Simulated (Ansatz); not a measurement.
# Si2H4 (triplet): correlated methods under varied settings at distance Si1–H5 along a hydrogen transfer = 1.809 Å

Aim: run Si2H4 (triplet) at one geometry under a spread of methods and options, and see what each costs and gives.

Method: the settings change from run to run; program: Ansatz 0.2.0, Gaussian basis.

7 further runs of the same task are left out: 2 for a mislabelled method, 3 that didn't finish, 2 set aside as unsound or not needed.

## (1) What is computed

The geometry derives from fragments relaxed apart (PBE0/def2-TZVP) and kept rigid, so it is no stationary point. A hydrogen atom is moved between rigid fragments.

6 atoms, charge 0, spin multiplicity 3.

Atoms are counted from 1 here; the program's logs count them from 0.

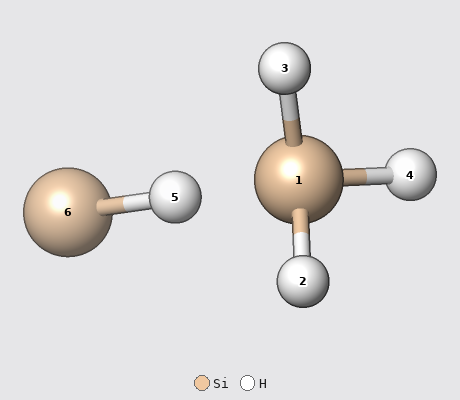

The structure; silicon light orange, hydrogen white; atoms are numbered from 1 in the order of the file.

## (2) HF/cc-pVDZ

in.yaml

```yaml
crystal:
  periodic: [false, false, false]
  atoms:
    - {symbol: Si, position_ang: [-1.581786, 0.000000, 0.000000]}
    - {symbol: H, position_ang: [-2.076658, 1.399708, 0.000000]}
    - {symbol: H, position_ang: [-2.076657, -0.699854, 1.212183]}
    - {symbol: H, position_ang: [-2.076658, -0.699854, -1.212182]}
    - {symbol: H, position_ang: [0.227214, 0.000000, 0.000000]}
    - {symbol: Si, position_ang: [1.797214, 0.000000, 0.000000]}
basis:
  gaussian: {orbitals: cc-pVDZ, point_charges: [{charge: -1.00, position_ang: [5.216, 0.330, 0.149]}]}
magnetization: {spin_polarized: true, initial_magnetization: 2}
hamiltonian: {xc: hf}
output: {forces: true, orbitals: {seedname: orbitals}}
```

On the command line:

```sh
ansatz run in.yaml --threads 1 --pin off --events-out ev --progress --plain --max-ram 2393MiB
```

What it wrote, shortened:

```text
Functional definition: HF
  name "HF"
  cite "Fock, Z. Phys. 61, 126 (1930) doi:10.1007/BF01340294"
  parent pbe
[...]
540 factors; integrals over basis functions are off by at most 1.3e-3 eV
[...]
mean field -15784.15717886 eV, -580.0570774370 hartree, gradient 6.5e-6 eV, S^2 2.071232; 7 other end points of the search recorded, 0 dependent functions left out
[...]
reference -15784.15717886 eV, -580.0570774370 hartree; 17, 15 occupied and 39, 41 virtual orbitals, 540 factors
Total energy: -15784.15717886 eV, -580.0570774370 hartree
Atom 0 at    -1.581786     0.000000     0.000000 Å, force     2.058580    -0.011243    -0.005225 eV/Å
Atom 1 at    -2.076658     1.399708     0.000000 Å, force     0.139413     0.013382    -0.000453 eV/Å
Atom 2 at    -2.076657    -0.699854     1.212183 Å, force     0.132658    -0.008821     0.012970 eV/Å
Atom 3 at    -2.076658    -0.699854    -1.212182 Å, force     0.127795    -0.009180    -0.014497 eV/Å
Atom 4 at     0.227214     0.000000     0.000000 Å, force    -5.152689    -0.004474    -0.002016 eV/Å
Atom 5 at     1.797214     0.000000     0.000000 Å, force     3.016244     0.066058     0.029864 eV/Å
Dipole moment:    -0.086113     0.030132     0.013590 e Å
```

Wall time 2.1 s (1 thread of Arm Neoverse V2, shared host).

From the report: ⟨S²⟩ of the determinant 2.071 (pure triplet: 2.00).

## (3) CCSD on ROHF/cc-pVDZ

in.yaml, as its differences from that of step 2:

```diff
@@ -10,5 +10,5 @@
 basis:
-  gaussian: {orbitals: cc-pVDZ, point_charges: [{charge: -1.00, position_ang: [5.216, 0.330, 0.149]}]}
-magnetization: {spin_polarized: true, initial_magnetization: 2}
-hamiltonian: {xc: hf}
-output: {forces: true, orbitals: {seedname: orbitals}}
+  gaussian: {orbitals: cc-pVDZ, fitting: {mean_field: def2-universal-jkfit}}
+magnetization: {spin_polarized: false, initial_magnetization: 2}
+correlation: {method: ccsd, electrons: outside_noble_gas}
+output: {forces: true}
```

Same command.

What it wrote, shortened:

```text
Functional definition: HF
  name "HF"
  cite "Fock, Z. Phys. 61, 126 (1930) doi:10.1007/BF01340294"
  parent pbe
[...]
328 factors; integrals over basis functions are off by at most 3.5e-1 eV
[...]
mean field -15783.98938234 eV, -580.0509110287 hartree, gradient 2.4e-6 eV, S^2 2.000000; 7 other end points of the search recorded, 0 dependent functions left out
[...]
determinant -15783.98938234 eV, -580.0509110287 hartree, with singles and doubles -15790.17296834 eV, -580.2781536228 hartree
determinant -15783.11128399 eV, -580.0186415097 hartree, with singles and doubles -15789.42203258 eV, -580.2505572427 hartree
10 core orbitals not correlated: weight in the atoms' cores, before any rotation towards them, 1.000 or more for the frozen orbitals, at most 0.000 for the correlated occupied ones
reference -15783.98938234 eV, -580.0509110287 hartree; 7, 5 occupied and 39, 41 virtual orbitals, 328 factors
second order -4.80053305 eV of doubles, -0.07826245 eV of singles
cycle   1  -6.18339117 eV  change    1.9e-4 eV  update   6.9e-4
[...]
cycle  10  -6.18340081 eV  change   -6.0e-7 eV  update   2.0e-7
[...]
Total energy: -15790.17278315 eV, -580.2781468172 hartree
Atom 0 at    -1.581786     0.000000     0.000000 Å, force     1.451625     0.000005    -0.000000 eV/Å
Atom 1 at    -2.076658     1.399708     0.000000 Å, force     0.290766     0.095059    -0.000000 eV/Å
Atom 2 at    -2.076657    -0.699854     1.212183 Å, force     0.290763    -0.047532     0.082329 eV/Å
Atom 3 at    -2.076658    -0.699854    -1.212182 Å, force     0.290763    -0.047532    -0.082329 eV/Å
Atom 4 at     0.227214     0.000000     0.000000 Å, force    -4.139865     0.000000     0.000001 eV/Å
Atom 5 at     1.797214     0.000000     0.000000 Å, force     1.815947     0.000000    -0.000000 eV/Å
Dipole moment:    -0.751043     0.000000     0.000000 e Å
```

Run time: 4.8 s. Hardware: 1 thread of Arm Neoverse V2, shared host.

From the report: correlation -6.1834 eV; T1 0.023; largest double amplitude 0.09.

## (4) CISD/cc-pVDZ

in.yaml, as its differences from that of step 3:

```diff
@@ -10,5 +10,6 @@
 basis:
-  gaussian: {orbitals: cc-pVDZ, fitting: {mean_field: def2-universal-jkfit}}
+  gaussian: {orbitals: cc-pVDZ}
 magnetization: {spin_polarized: false, initial_magnetization: 2}
-correlation: {method: ccsd, electrons: outside_noble_gas}
+correlation: {active_space: {ras: {orbitals: [5, 2, 39], electrons: 12, max_holes: 2, max_particles: 2}, fixed_orbitals: true}}
+accuracy: high
 output: {forces: true}
```

The command is unchanged.

What it wrote, shortened:

```text
Functional definition: HF
  name "HF"
  cite "Fock, Z. Phys. 61, 126 (1930) doi:10.1007/BF01340294"
  parent pbe
[...]
1232 factors; integrals over basis functions are off by at most 3.8e-9 eV
[...]
mean field -15783.98966054 eV, -580.0509212523 hartree, gradient 2.2e-8 eV, S^2 2.000000; 6 other end points of the search recorded, 0 dependent functions left out
reference -15783.98966054 eV, -580.0509212523 hartree; 17, 15 occupied and 39, 41 virtual orbitals, 1232 factors
state -15789.61113694 eV, -580.2575066997 hartree
[...]
Total energy: -15789.61113694 eV, -580.2575066997 hartree
Atom 0 at    -1.581786     0.000000     0.000000 Å, force     1.462728     0.000005    -0.000000 eV/Å
Atom 1 at    -2.076658     1.399708     0.000000 Å, force     0.331989     0.030722    -0.000000 eV/Å
Atom 2 at    -2.076657    -0.699854     1.212183 Å, force     0.331987    -0.015364     0.026611 eV/Å
Atom 3 at    -2.076658    -0.699854    -1.212182 Å, force     0.331987    -0.015364    -0.026611 eV/Å
Atom 4 at     0.227214     0.000000     0.000000 Å, force    -4.310806     0.000000     0.000001 eV/Å
Atom 5 at     1.797214     0.000000     0.000000 Å, force     1.852116     0.000000    -0.000000 eV/Å
Dipole moment:    -0.779666    -0.000000     0.000000 e Å
```

Wall time 9.5 s (1 thread of Arm Neoverse V2, shared host).

From the report: 167,486 determinants.

## (5) CCSDT(Q) on ROHF/6-31G

in.yaml, as its differences from that of step 4:

```diff
@@ -10,6 +10,7 @@
 basis:
-  gaussian: {orbitals: cc-pVDZ}
+  gaussian: {orbitals: 6-31G}
 magnetization: {spin_polarized: false, initial_magnetization: 2}
-correlation: {active_space: {ras: {orbitals: [5, 2, 39], electrons: 12, max_holes: 2, max_particles: 2}, fixed_orbitals: true}}
-accuracy: high
+hamiltonian: {pseudopotentials: {relativity: none}}
+correlation: {method: ccsdt_q, electrons: outside_noble_gas}
+scf: {lower_state_search: full}
 output: {forces: true}
```

The command is unchanged.

What it wrote, shortened:

```text
Functional definition: HF
  name "HF"
  cite "Fock, Z. Phys. 61, 126 (1930) doi:10.1007/BF01340294"
  parent pbe
[...]
729 factors; integrals over basis functions are off by at most 1.0e-7 eV
[...]
mean field -15781.59534765 eV, -579.9629318768 hartree, gradient 3.0e-6 eV, S^2 2.000000; 11 other end points of the search recorded, 0 dependent functions left out
[...]
determinant -15781.59534765 eV, -579.9629318768 hartree, with singles and doubles -15784.90387548 eV, -580.0845180318 hartree
determinant -15780.77032420 eV, -579.9326128242 hartree, with singles and doubles -15784.13663930 eV, -580.0563226224 hartree
10 core orbitals not correlated: weight in the atoms' cores, before any rotation towards them, 1.000 or more for the frozen orbitals, at most 0.000 for the correlated occupied ones
reference -15781.59534765 eV, -579.9629318768 hartree; 7, 5 occupied and 17, 19 virtual orbitals, 729 factors
second order -2.34601693 eV of doubles, -0.04226402 eV of singles
cycle   1  -2.97850244 eV  change   -5.9e-1 eV  update   7.8e-2
[...]
cycle  18  -3.38839080 eV  change   -4.3e-7 eV  update   3.8e-7
perturbative correction -0.00219863 eV, -0.0000807980 hartree
[...]
Total energy: -15784.98593708 eV, -580.0875337398 hartree
Atom 0 at    -1.581786     0.000000     0.000000 Å, force     1.383477     0.000005    -0.000000 eV/Å
Atom 1 at    -2.076658     1.399708     0.000000 Å, force     0.099329     0.539376    -0.000000 eV/Å
Atom 2 at    -2.076657    -0.699854     1.212183 Å, force     0.099327    -0.269691     0.467118 eV/Å
Atom 3 at    -2.076658    -0.699854    -1.212182 Å, force     0.099327    -0.269691    -0.467118 eV/Å
Atom 4 at     0.227214     0.000000     0.000000 Å, force    -3.941845     0.000000     0.000001 eV/Å
Atom 5 at     1.797214     0.000000     0.000000 Å, force     2.260385     0.000000    -0.000000 eV/Å
Dipole moment:    -0.737712    -0.000000     0.000000 e Å
```

It took 43 s on 1 thread of Arm Neoverse V2, shared host; peak memory 0.64 GiB.

From the report: correlation -3.3906 eV; T1 0.023; largest double amplitude 0.12.

## (6) All runs side by side

Where basis and cores are those of an earlier UCCSDT(Q)/cc-pVDZ run (-15790.3858 eV), and the state is the same kind, the miss against it is given.

| level | correlated | functions | energy (eV) | from UCCSDT(Q) (meV) | time |
| --- | --- | --- | --- | --- | --- |
| HF/cc-pVDZ (beside a point charge) |  | 56 | -15784.1572 |  | 2.1 s |
| CCSD on ROHF/cc-pVDZ | outside noble gas | 56 | -15790.1728 | 213.0 | 4.8 s |
| CISD/cc-pVDZ | outside noble gas | 56 | -15789.6111 | 774.7 | 9.5 s |
| CCSDT(Q) on ROHF/6-31G | outside noble gas | 34 | -15784.9859 |  | 43 s |

## (7) Summary of results

| quantity | value |
| --- | --- |
| runs | 4 |
| quickest | HF/cc-pVDZ (beside a point charge), 2.1 s |
| slowest | CCSDT(Q) on ROHF/6-31G, 43 s |

In words: Total energies in different bases, with other cores or another treatment of relativity can't be set against each other. CCSDT(Q) on ROHF/6-31G took 20 times as long as HF/cc-pVDZ (beside a point charge); the jobs differ in more than the method. Among the correlated runs with a miss given, it spans +213 to +775 meV.
